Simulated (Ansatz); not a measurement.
# Convergence of a linear-scaling basis for Al(111)/C(110) interface (116 atoms), part 3 of 3

Wanted: errors and times of a linear-scaling basis for Al(111)/C(110) interface (116 atoms). A setting counts as converged where the r.m.s. difference of forces stays under 1 % of the r.m.s. force.

Ansatz 0.2.0; Kohn-Sham DFT, PBE, PAW (set soft_2), plane waves.

The cell: 20 Al and 96 C. The host structure and its lattice constant were typed by rule, without a check against the phase diagram. Beside vacuum, support functions can miss their usual error bounds without a warning. The main run has no spin polarisation.

So far. Step 11 (Support functions medium, radius 4.66 Å): Forces differ from the reference by 0.57 meV/Å r.m.s., 0.041 % of their size, well within a tolerance of 1 %; the energy by -3.3 meV/atom. It took 8.7 min and 20 cycles; the reference's time can't be set against it, since the two runs asked for unlike analyses. The two runs also began from different starting densities, which bears on cycles and time.

### 12. What each setting buys

Each row is set against the plane-wave reference (Kohn-Sham DFT, PBE, PAW (set soft_2), plane waves; r.m.s. force component 1.39 eV/Å). Energies are set beside the reference only for runs with its functional, potentials and electron count. Times are for 4 threads of Arm Neoverse V1, shared host. The reference's time includes the DOS and grids, which some other runs skip.

```csv
run,"Δ force, r.m.s. (meV/Å)",share of r.m.s. force (%),Δ energy (meV/atom),cycles,time,host memory (GiB)
reference,-,-,-,14,2.4 min,5.9
support functions medium,0.594,0.0427,-3.34,22,2.9 min,3.3
support functions low,0.595,0.0428,-3.34,20,2.7 min,3.3
support functions high,0.555,0.0399,-3.34,20,7.7 min,6.0
"support functions medium, radius 3.01 Å",0.79,0.0567,-3.33,22,2.7 min,3.1
"support functions medium, radius 3.26 Å",0.642,0.0461,-3.34,17,2.6 min,3.4
"support functions medium, radius 3.48 Å",0.571,0.0411,-3.34,19,3.2 min,3.6
"support functions medium, radius 3.73 Å",0.573,0.0412,-3.34,19,4.2 min,4.0
"support functions medium, radius 4.2 Å",0.573,0.0411,-3.34,19,6.1 min,4.7
"support functions medium, radius 4.66 Å",0.573,0.0412,-3.34,20,8.7 min,5.5
```

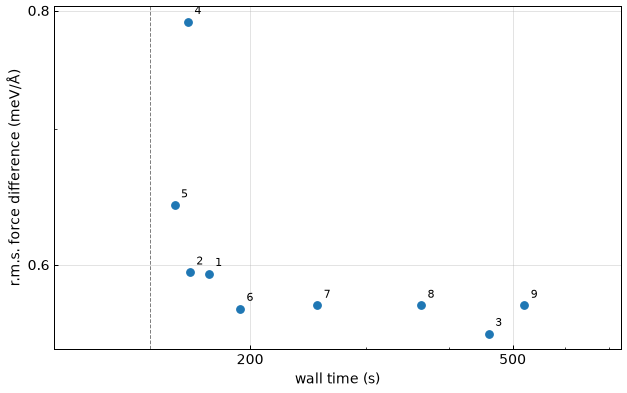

Force difference from the reference against wall time; the dashed line marks the reference's time. Points: 1 support functions medium; 2 support functions low; 3 support functions high; 4 support functions medium, radius 3.01 Å; 5 support functions medium, radius 3.26 Å; 6 support functions medium, radius 3.48 Å; 7 support functions medium, radius 3.73 Å; 8 support functions medium, radius 4.2 Å; 9 support functions medium, radius 4.66 Å.

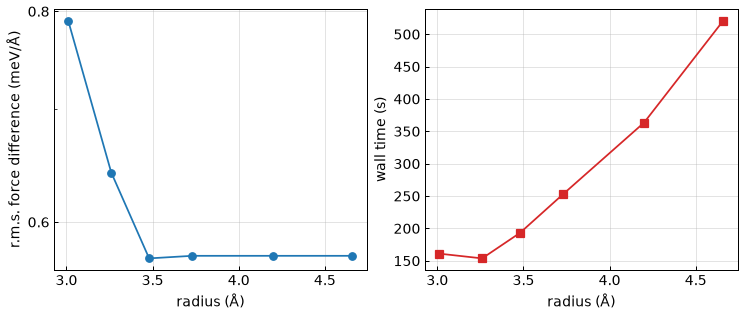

Force difference and time against the radius.

### 13. The reference in detail

The comparisons rest on this run, so its electronic structure is set out here.

Length of the force by element:

```csv
element,coordination,atoms,mean length of the force (eV/Å),spread,least,most
Al,all,20,0.699,0.521,0.101,1.71
C,all,96,2.28,1.29,0.376,5.31
```

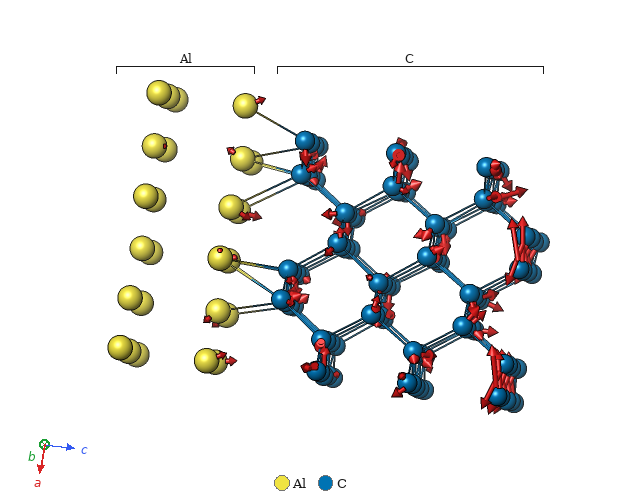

Forces as arrows; the longest in the cell is 5.31 eV/Å. Bonds to atoms that aren't drawn are left out. Some periodic images of atoms are drawn too.

Löwdin charges by element (they lack the spilled electrons, 0.025 e an atom on average):

```csv
element,coordination,atoms,mean charge (e),spread,least,most
Al,all,20,0.197,0.143,0.0496,0.386
C,all,96,-0.0106,0.0797,-0.25,0.0496
```

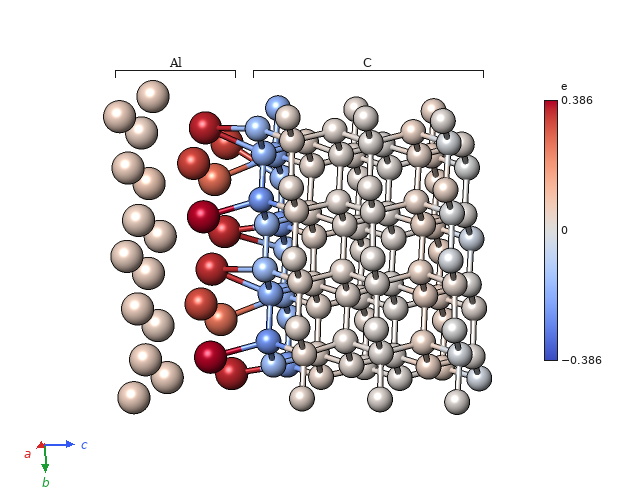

Atoms coloured by Löwdin charge. Bonds to atoms that aren't drawn are left out. Some periodic images of atoms are drawn too.

By region:

```csv
region,atoms,mean length of the force (eV/Å)
Al,20,0.699
C,96,2.28
```

Density of states as counts of states in windows of 1 eV (from the Fermi level), total and the larger projections:

```csv
from (eV),to (eV),total,C p,Al p,C s,Al s
-14,-13,16.5,8.1,0.1,8.2,0.1
-13,-12,8.5,6.0,0.1,2.4,0.0
-12,-11,28.6,18.8,0.3,9.2,0.2
-11,-10,10.2,6.5,0.2,3.1,0.3
-10,-9,24.0,15.3,1.6,5.5,1.5
-9,-8,24.0,18.0,1.8,2.9,1.2
-8,-7,33.7,26.0,2.4,3.7,1.4
-7,-6,33.0,25.6,2.9,2.6,1.7
-6,-5,42.5,35.0,2.9,2.7,1.7
-5,-4,36.9,28.5,4.3,1.5,2.3
-4,-3,37.1,27.8,5.5,1.3,2.3
-3,-2,22.0,14.9,4.8,0.7,1.4
-2,-1,23.4,14.3,5.8,0.9,2.1
-1,0,25.3,17.1,4.0,1.6,2.0
0,1,24.8,11.6,6.9,2.1,3.3
1,2,13.9,5.1,5.5,1.0,1.7
2,3,12.9,1.8,7.1,0.5,2.5
3,4,11.1,0.9,5.7,0.4,2.4
4,5,19.4,2.6,7.9,1.6,2.6
```

The curve was stored every 0.100 eV, coarse against its broadening of 0.08 eV, so these counts are rough.

Between -22 and -14 eV lie 79 more states.

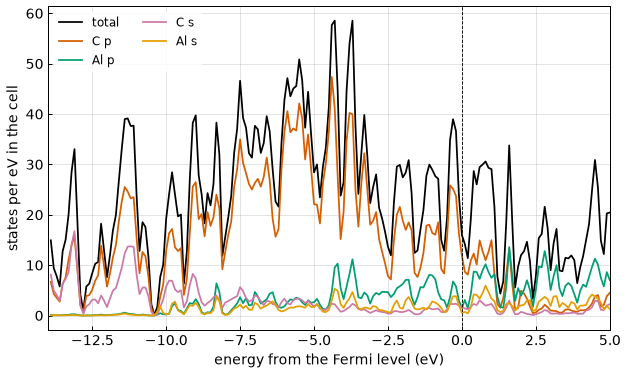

Total and projected density of states, with the broadening of the input.

The levels nearest the highest filled one (over half full), pooled over k-points and spins:

```csv
level less the highest filled one (eV),occupation
-0.147,2
-0.139,2
-0.125,2
-0.072,1.97
-0.0471,1.86
0,1.11
0.0133,0.816
0.0498,0.206
0.0796,0.035
0.121,0.001
0.151,0
0.196,0
```

Planar average of the electrostatic potential energy along the normal, with the Fermi level as zero, after a running mean with a triangular window 4 Å wide at its base:

```csv
height (Å),potential energy (eV)
0.0,4.84
0.8,4.63
1.8,4.37
2.7,4.10
3.5,3.35
4.5,0.67
5.4,-2.53
6.3,-4.49
7.2,-4.66
8.0,-4.93
9.0,-6.19
9.9,-8.20
10.7,-9.94
11.7,-11.44
12.5,-11.66
13.4,-11.48
14.4,-11.50
15.2,-11.28
16.1,-8.91
17.0,-3.46
17.9,1.94
18.9,5.27
19.7,5.52
20.6,5.34
21.5,5.09
22.4,4.88
```

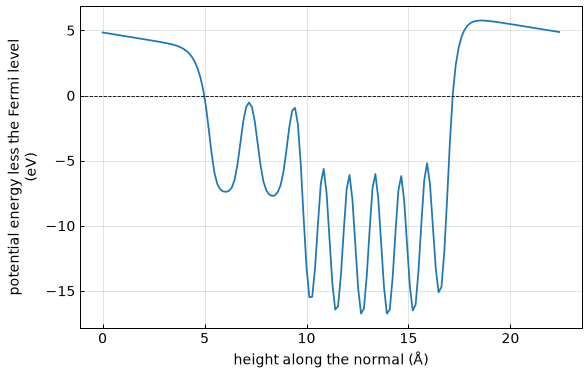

Planar average of the electrostatic potential energy; the dashed line is the Fermi level.

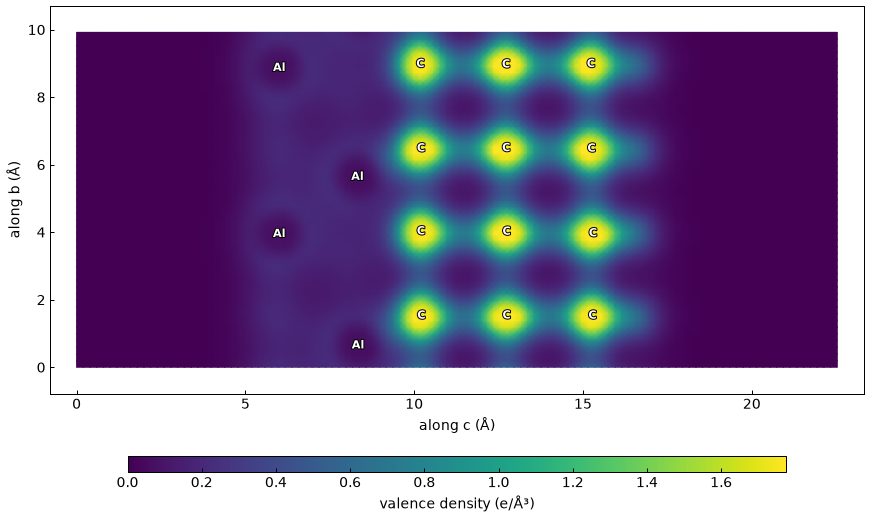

Valence density in the cb plane at fractional x = 0.596, with atoms of Al and C within 0.2 Å of it. It is the smooth field of the valence electrons, not physical close to the nuclei.

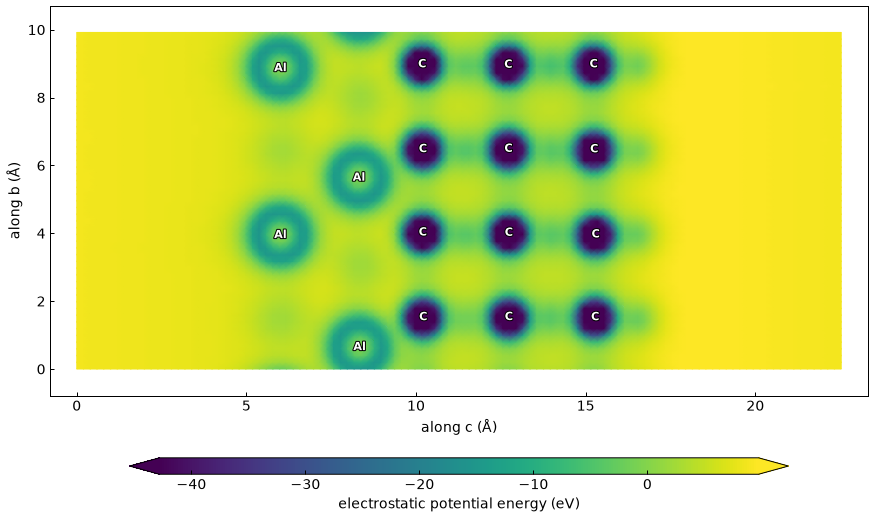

Electrostatic potential energy in the cb plane at fractional x = 0.596, with atoms of Al and C within 0.2 Å of it. With pseudopotentials it is smooth inside the atoms' cores, unlike the true potential.

Mean Löwdin charges: Al +0.20, C -0.01 e (they miss 0.66 % of the electrons, so they add up to more than the cell's charge). Charges this small depend on the projection, at times even in sign. Within 0.4 eV of the Fermi level the largest share is C p (64 % of the projected weight). The potential slopes across the vacuum by 0.25 eV/Å: the slab bears a dipole, and with periodic images along the normal there is no flat vacuum level to read.

### 14. Structure statistics

Bonds and neighbours are counted at the geometry of the runs.

Normalised to the volume that the atoms fill. Pair distribution functions g(r), in bins of 0.2 Å:

```csv
r (Å),total,C-C,C-Al,Al-Al
1.40,0.46,0.68,0.00,0.00
1.60,3.48,5.08,0.00,0.00
1.80,0.00,0.00,0.00,0.00
2.00,0.09,0.00,0.33,0.00
2.20,0.08,0.00,0.27,0.00
2.40,1.40,1.98,0.16,0.00
2.60,2.74,3.90,0.22,0.00
2.80,0.79,0.34,0.17,17.26
3.00,2.74,3.79,0.25,2.29
3.20,0.07,0.00,0.25,0.00
3.40,0.14,0.08,0.29,0.00
3.60,0.97,1.29,0.32,0.00
3.80,1.28,1.72,0.36,0.00
4.00,0.49,0.51,0.17,3.16
4.20,0.36,0.40,0.29,0.10
4.40,2.19,3.00,0.49,0.00
4.60,1.45,1.94,0.43,0.00
4.80,0.14,0.03,0.40,0.15
5.00,1.19,1.14,0.54,8.54
5.20,1.28,1.75,0.30,0.00
5.40,0.36,0.35,0.40,0.00
5.60,1.32,1.66,0.57,0.50
5.80,0.82,0.86,0.52,2.77
6.00,0.23,0.14,0.49,0.00
6.20,0.61,0.67,0.53,0.00
6.40,0.94,1.05,0.49,2.61
6.60,1.48,1.95,0.50,0.00
6.80,1.39,1.77,0.58,0.00
```

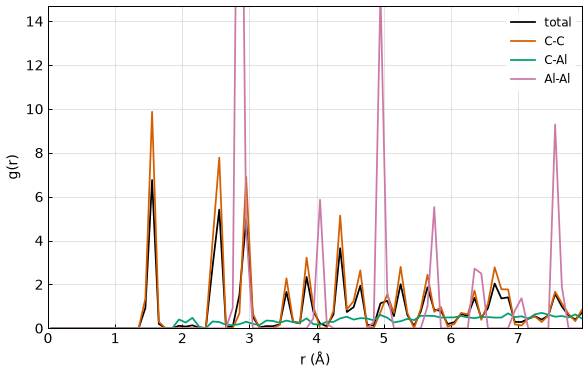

Pair distribution functions, with peaks cut at 14.

The surroundings of C80, which bears the longest force, nearest first, numbered as they follow in the input and with coordinates relative to it.

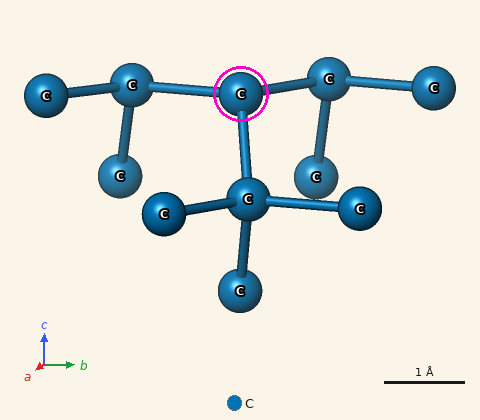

The atoms of the table, within 2.5 Å (arrows a, b, c point along x, y, z); some may hide others; the central atom is ringed.

```csv
atom,x,y,z,distance (Å),Löwdin charge (e),Fx,Fy,Fz (eV/Å)
C80,0.00,0.00,0.00,0.00,0.01,-4.97,-1.72,-0.68
C77,0.84,0.25,-1.22,1.51,0.04,0.95,1.60,0.13
C79,-0.46,-1.49,0.02,1.56,0.00,4.70,1.46,-1.12
C103,-1.30,0.89,0.04,1.58,-0.03,5.00,0.25,-1.69
C104,-0.83,2.32,0.02,2.47,0.01,-3.97,-0.61,-1.37
C56,0.81,-2.35,0.03,2.49,0.02,-4.72,-0.95,-1.42
C66,1.23,1.76,-1.25,2.49,0.04,1.23,-0.99,1.10
C76,0.00,-0.01,-2.51,2.51,0.02,-0.82,0.11,-0.10
C102,-2.09,0.58,-1.32,2.53,0.05,-2.02,0.83,3.67
C42,2.11,-0.59,-1.26,2.53,0.04,-1.68,-0.27,1.40
C78,-1.29,-1.79,-1.26,2.54,0.05,-1.24,2.04,1.32
```

### 15. Outcome

| Quantity | Value |
| --- | --- |
| free energy per atom | -299.7785 eV/atom |
| r.m.s. force component | 1.392 eV/Å |
| wall time of the 10 DFT runs | 43 min |

Against plane waves at 420 eV, the forces differ by 0.59 meV/Å (0.043 %) with support functions medium. Differences between support functions and plane waves include what basis error the plane-wave run still has. As the radius goes from 3.01 to 4.66 Å, the force difference goes from 0.79 to 0.57 meV/Å, while the time lies between 2.6 min and 8.7 min.

4 levels are partly filled, by over 2 % (on the run's k-points): no clear gap opens at this level. Levels of broken or missing bonds inside a gap of the host would look the same.

What to keep in mind: The geometry was built by rule, was displaced at random and isn't relaxed at this level: its force components are 1.4 eV/Å r.m.s. The slab bears a dipole and has periodic images along its normal, so a spurious field crosses the vacuum.

[Logs are printed without paths, hosts, clocks, repeated set-up lines and the standing remarks that a program may print on its own settings, such as how far it seeks lower states.]

[Hosts, paths, dates, database ids (printed as entryN), source tags and the programs' standing remarks are cut or masked in the printed files.]
